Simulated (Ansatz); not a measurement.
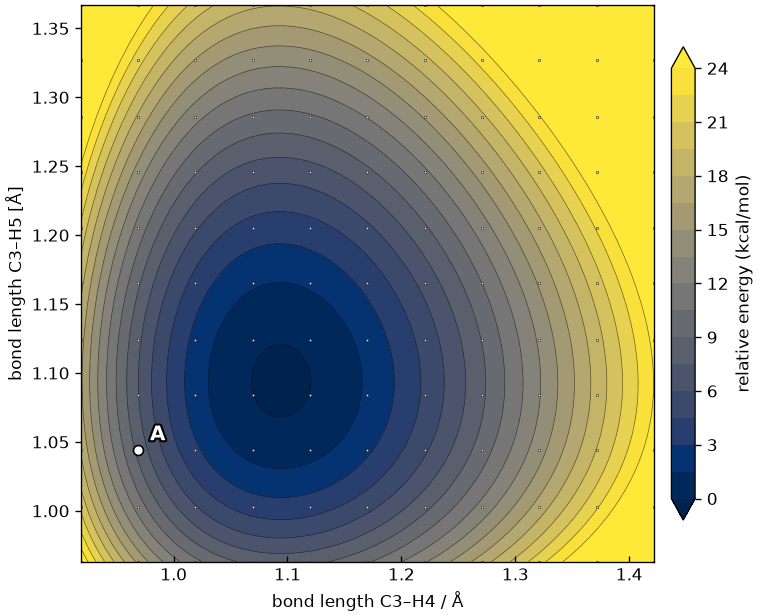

C2H2Li, SMILES [Li][C+]=C, charge +1. The first coordinate is: bond length C3–H4; the second: bond length C3–H5. Nothing is relaxed (all other coordinates rigid). The grid has 11 × 11 points. Points are written as (first, second). Energies are in kcal/mol, from the lowest grid point. Method: RKS wB97X-V/def2-TZVP in Ansatz 0.2.0.

Drawn: filled contours, dots at the grid points, one colour for all values above the top of the scale, the point A. Between grid points the surface is interpolated.

**Is A at rest? If not, where is it pushed?**

A, at (0.969 Å, 1.044 Å), is not a stationary point. The computed force is 141 kcal/mol for each Å towards larger values of bond length C3–H4 and 45 kcal/mol for each Å towards larger values of bond length C3–H5.
